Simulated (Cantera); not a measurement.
A closed system holds: 1 mol SiH4, a varied amount of NO, held at 648.15 K and 0.00690 bar.

Cantera equilibrium calculation (NASA polynomials, part measured and part estimated; ideal gas, pure solids and liquids). Candidate condensed phases: H2O, Si, SiO2, Si2N2O, Si3N4; 35 gas species. Equilibrium is a limit: real reactors are often held back by kinetics, nucleation or transport.

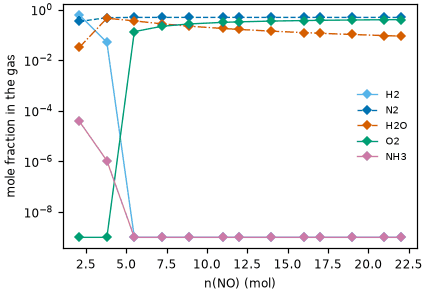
Equilibrium gas composition (values under 1e-9 drawn at 1e-9)

Problem. Read off the mole fractions at 22 mol NO.

Solution. N2 about 0.50, O2 about 0.41, H2O about 0.091.
